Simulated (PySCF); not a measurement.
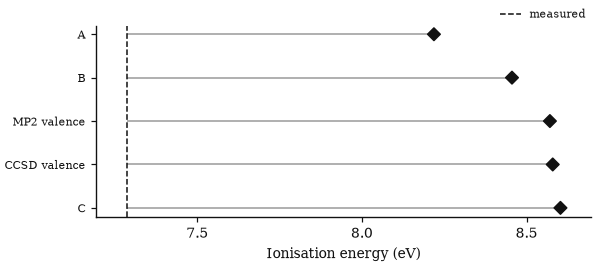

The ionisation energy of neutral bismuth ([Xe] 4f¹⁴ 5d¹⁰ 6s² 6p³ → [Xe] 4f¹⁴ 5d¹⁰ 6s² 6p²) by several methods, in rising order. PySCF, aug-cc-pVTZ-PP with a 60-electron core potential, unrestricted single determinants, no spin-orbit coupling. Methods marked “valence” freeze 18 core electrons. The lettered entries are CCSD(T) valence, HF and SCS-MP2 valence in some order.

Match the letters to the methods.

A is HF (8.219 eV); B is SCS-MP2 valence (8.456 eV); C is CCSD(T) valence (8.603 eV). The values run from 8.219 eV (HF) to 8.603 eV (CCSD(T) valence). The measured value is 7.286 eV; nearest to it come HF (+0.933) and SCS-MP2 valence (+1.170), furthest CCSD(T) valence (+1.317 eV).

Caveat: spin-orbit shift not estimated.
